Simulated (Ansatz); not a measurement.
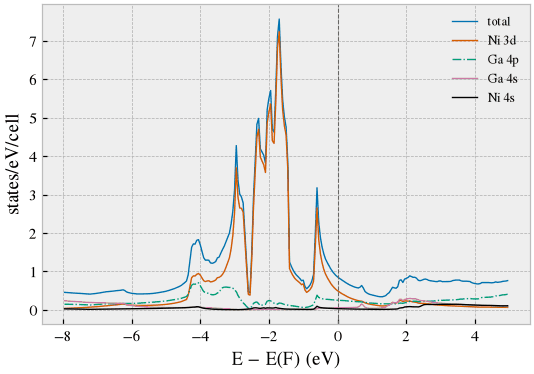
Fig. 1. Total and projected density of states of GaNi (CsCl type, Pm-3m), DFT-PBEsol in the program Ansatz with PAW potentials

Task: Which orbitals carry the states next to the Fermi level?

Result: Within 0.5 eV of the Fermi level: Ni 3d 62 %, Ga 4p 26 %, Ga 4s 5 %. Projections are on Löwdin-orthogonalised atomic valence shells; empty p or d shells of many metals are not among them.

Task: Where is the tallest occupied peak in this window, and what makes it?

Result: Near -1.7 eV, about 7.6 states/eV per cell; the largest projected share is Ni 3d.

The cell is a constructed one: a structure type filled with these elements; the Crystallography Open Database files this formula in space group No. 221, but the cells were not matched. Its standing as an ambient phase is unchecked. Symmetry was held in the PBEsol relaxation; its stability against distortions is not shown here. The workflow began spin-polarised and lost its moments. Scalar-relativistic: spin–orbit coupling is off unless named, which matters more the heavier the elements.

Potentials: the earlier of the program's two PAW sets. The files were generated under PBE; for other functionals the program regenerates the frozen cores, and for LDA and PBEsol the local potential too.
